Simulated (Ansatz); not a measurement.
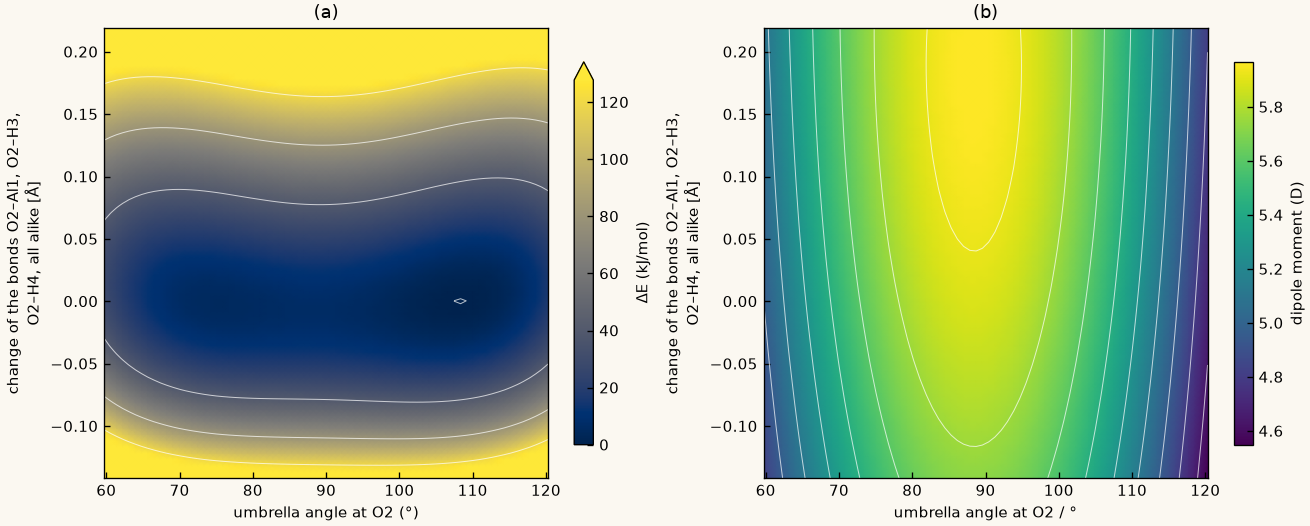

Al(H2O)F3. Coordinates scanned: (1) umbrella angle at O2 (between each of its bonds and their common axis; 90 is planar); (2) change of the bonds O2–Al1, O2–H3, O2–H4, all alike. Nothing is relaxed (all other coordinates rigid). The grid has 11 × 11 points. Points are written as (first, second). Energies: kJ/mol, counted from the lowest grid point. Theory: RKS r2SCAN-D4/def2-TZVP (Ansatz 0.2.0).

Panel (a) is the energy and panel (b) the computed dipole moment on the same grid.

In the figure: a smooth colour map with a few white contour lines, one colour for all values above the top of the scale. Between grid points the surface is interpolated.

### How does the dipole moment vary over the map, and what is it at the lowest grid point?

Leaving out the highest fifth of the energies, it runs from 4.59 D at (120.3°, −0.106 Å) to 5.96 D at (90.0°, 0.147 Å). At the lowest grid point, (108.2°, 0.003 Å), it is 5.41 D.

| second ↓, first → | 59.7 | 65.8 | 71.8 | 77.9 | 83.9 | 90.0 | 96.1 | 102.1 | 108.2 | 114.2 | 120.3 |
| --- | --- | --- | --- | --- | --- | --- | --- | --- | --- | --- | --- |
| 0.219 | 5.08 | 5.41 | 5.66 | 5.84 | 5.94 | 5.96 | 5.90 | 5.75 | 5.52 | 5.21 | 4.81 |
| 0.183 | 5.07 | 5.40 | 5.66 | 5.84 | 5.95 | 5.97 | 5.90 | 5.75 | 5.51 | 5.19 | 4.79 |
| 0.147 | 5.05 | 5.39 | 5.65 | 5.84 | 5.94 | 5.96 | 5.90 | 5.74 | 5.50 | 5.18 | 4.78 |
| 0.111 | 5.04 | 5.37 | 5.63 | 5.82 | 5.93 | 5.95 | 5.89 | 5.73 | 5.48 | 5.16 | 4.76 |
| 0.075 | 5.01 | 5.35 | 5.62 | 5.81 | 5.92 | 5.94 | 5.87 | 5.71 | 5.46 | 5.14 | 4.74 |
| 0.039 | 4.99 | 5.33 | 5.59 | 5.79 | 5.89 | 5.92 | 5.85 | 5.69 | 5.44 | 5.12 | 4.71 |
| 0.003 | 4.96 | 5.30 | 5.56 | 5.76 | 5.87 | 5.89 | 5.82 | 5.66 | 5.41 | 5.09 | 4.69 |
| −0.034 | 4.93 | 5.27 | 5.53 | 5.72 | 5.83 | 5.85 | 5.78 | 5.62 | 5.38 | 5.05 | 4.66 |
| −0.070 | 4.89 | 5.23 | 5.49 | 5.68 | 5.79 | 5.81 | 5.74 | 5.59 | 5.34 | 5.02 | 4.62 |
| −0.106 | 4.85 | 5.19 | 5.45 | 5.64 | 5.75 | 5.77 | 5.70 | 5.54 | 5.30 | 4.98 | 4.59 |
| −0.142 | 4.81 | 5.14 | 5.40 | 5.59 | 5.70 | 5.72 | 5.65 | 5.49 | 5.25 | 4.93 | 4.55 |
